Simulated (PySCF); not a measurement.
**CH4OSi (SMILES CO[SiH]): levels of theory compared**

Wanted: a comparison of 4 runs (BHLYP/aug-cc-pVDZ, PBE0/aug-cc-pVDZ, TPSS/aug-cc-pVDZ, wB97M-V/aug-cc-pVDZ) of CH4OSi. 

Program for the calculation: PySCF 2.14.0.

1 further run of the same task is left out (set aside as unsound or not needed).

## (1) The system as given

CH4OSi: 7 atoms, total charge 0, spin state singlet. As SMILES, `CO[SiH]`. The shape is that of a PBE0-D4/def2-TZVP optimisation. This is one conformer, not always the lowest.

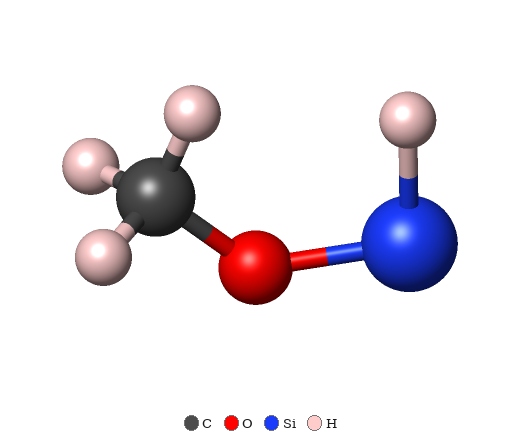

Viewed from a chosen angle; carbon dark grey, oxygen red, silicon blue, hydrogen pink.

## (2) A single-point energy at BHLYP/aug-cc-pVDZ (run 1)

run.py reads:

```python
from pyscf import gto, dft

mol = gto.M(
    atom='''
C     -0.512400     0.485500    -0.338500
O     -0.443200    -0.446500     0.717600
Si     0.796900    -1.387300     1.229900
H     -1.296400     0.180800    -1.035500
H      0.443800     0.547500    -0.868700
H     -0.769300     1.467500     0.065400
H      1.841700    -0.915600     0.184100
''',
    verbose=3,
    basis='aug-cc-pvdz',
    max_memory=1860,
    charge=0,
)

calc0 = dft.RKS(mol, xc='bhandhlyp')
calc0.grids.level = 5
calc0.conv_tol = 1e-10
calc0.kernel()
if not calc0.converged:
    calc0 = calc0.newton().run(calc0.mo_coeff, calc0.mo_occ)

etot = calc0.e_tot
print(f'total energy: {etot:.8f} hartree')
```

Run with:

```sh
$ OMP_NUM_THREADS=1 python run.py
```

Standard output:

```text
converged SCF energy = -405.146550920092
total energy: -405.14655092 hartree
```

Wall time 21 s (1 thread of Intel Xeon at 2.70GHz, shared host); peak memory 0.56 GiB.

## (3) The energy at PBE0/aug-cc-pVDZ (run 2)

job.py reads:

```python
from pyscf import gto, dft

mol = gto.M(
    atom='''
C   -0.512400   0.485500  -0.338500
O   -0.443200  -0.446500   0.717600
Si   0.796900  -1.387300   1.229900
H   -1.296400   0.180800  -1.035500
H    0.443800   0.547500  -0.868700
H   -0.769300   1.467500   0.065400
H    1.841700  -0.915600   0.184100
''',
    basis='aug-cc-pvdz',
    max_memory=1860,
    verbose=3,
)

mf = dft.RKS(mol, xc='pbe0')
mf.conv_tol = 1e-10
mf.grids.level = 5
mf.kernel()
if not mf.converged:
    mf = mf.newton().run(mf.mo_coeff, mf.mo_occ)

energy = mf.e_tot
print('E = %.10f Eh' % energy)
```

Run with:

```sh
$ OMP_NUM_THREADS=1 python job.py
```

Standard output:

```text
converged SCF energy = -404.954202117891
E = -404.9542021179 Eh
```

It took 21 s on 1 thread of Intel Xeon at 2.70GHz, shared host; peak memory 0.56 GiB.

Run 3 isn't shown in full; the table further down has it.

## (4) The energy at wB97M-V/aug-cc-pVDZ (run 4)

job.py reads:

```python
# CO[SiH]
from pyscf import gto, dft

mol = gto.M(
    atom='''
C   -0.512400   0.485500  -0.338500
O   -0.443200  -0.446500   0.717600
Si   0.796900  -1.387300   1.229900
H   -1.296400   0.180800  -1.035500
H    0.443800   0.547500  -0.868700
H   -0.769300   1.467500   0.065400
H    1.841700  -0.915600   0.184100
''',
    max_memory=1860,
    verbose=4,
    basis='aug-cc-pvdz',
    charge=0,
)

calc0 = dft.RKS(mol)
calc0.xc = 'wb97m-v'
calc0.nlcgrids.level = 1
calc0.grids.level = 5
calc0.conv_tol = 1e-10
calc0.kernel()
if not calc0.converged:
    calc0 = calc0.newton().run(calc0.mo_coeff, calc0.mo_occ)

e_final = calc0.e_tot
print('Final energy', e_final)
```

Run with:

```sh
$ OMP_NUM_THREADS=1 python job.py
```

Standard output:

```text
PySCF version 2.14.0

[... 87 lines left out ...]
converged SCF energy = -405.143388004442
Final energy -405.14338800444153
```

Wall time 89 s (1 thread of Intel Xeon at 2.70GHz, shared host); peak memory 0.62 GiB.

## (5) All runs side by side

```tsv
run	level	nlc grid	energy (Eh)	dipole moment (D)	HOMO energy (eV)	LUMO energy (eV)	wall time
1	BHLYP/aug-cc-pVDZ	–	-405.146551	1.63	-7.54	-1.17	21 s
2	PBE0/aug-cc-pVDZ	–	-404.954202	1.71	-6.56	-2.05	21 s
3	TPSS/aug-cc-pVDZ	–	-405.250687	1.79	-5.62	-2.77	35 s
4	wB97M-V/aug-cc-pVDZ	1	-405.143388	1.56	-8.66	-0.24	89 s
```

## (6) Results

| quantity | value |
| --- | --- |
| run 4: total energy | -405.14339 Eh |
| run 4: dipole moment | 1.56 D |
| run 4: HOMO energy | -8.66 eV |
| run 4: LUMO energy | -0.24 eV |
| run 4: HOMO–LUMO gap | 8.42 eV |

In words: The dipole moment (its size) runs from 1.56 D (wB97M-V/aug-cc-pVDZ) to 1.79 D (TPSS/aug-cc-pVDZ). The HOMO–LUMO gap runs from 2.85 eV (TPSS/aug-cc-pVDZ) to 8.42 eV (wB97M-V/aug-cc-pVDZ). Totals of different functionals can't be ranked against each other. All runs together took 2.8 min, the longest 89 s.
